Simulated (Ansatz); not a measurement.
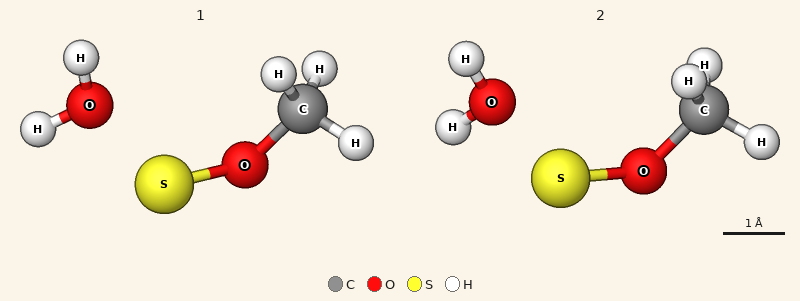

Two geometries of CH₅O₂S (charge +1), drawn at one scale. One is the start of a relaxation, the other its converged end. The picture is a ball-and-stick view, seen face on.

Computed with RKS B3LYP/def2-SVP (Ansatz 0.2.0). Settings: no spin polarisation; force threshold 0.015 eV/Å; at most 40 steps.

### Which one is relaxed?

Structure 2 is the relaxed one. The run prepares an end point of a later path (torsion) calculation, from a guessed geometry. After 7 accepted moves (9 points after the start) the energy has fallen by 11.0 kJ/mol. The largest force component goes from 1.4 to 0.011 eV/Å. The line search rejected the trial steps at points 3, 8 of the run. The largest move after the best rigid fit is that of an H atom, 0.40 Å. Largest moves by element: H 0.40 Å, S 0.27 Å, O 0.20 Å, C 0.02 Å. Some distances before and after: C–O 1.429 → 1.465 Å, O–S 1.538 → 1.571 Å, C–H 1.090 → 1.098 Å, H–O 0.975 → 0.979 Å. Among the angles between lasting bonds that change: O–C–H 108.0° → 105.4°. Groups turn about C–O by about 20°. The run took 36 s on 1 thread of Arm Neoverse V1 (shared host), peak memory 0.16 GiB.
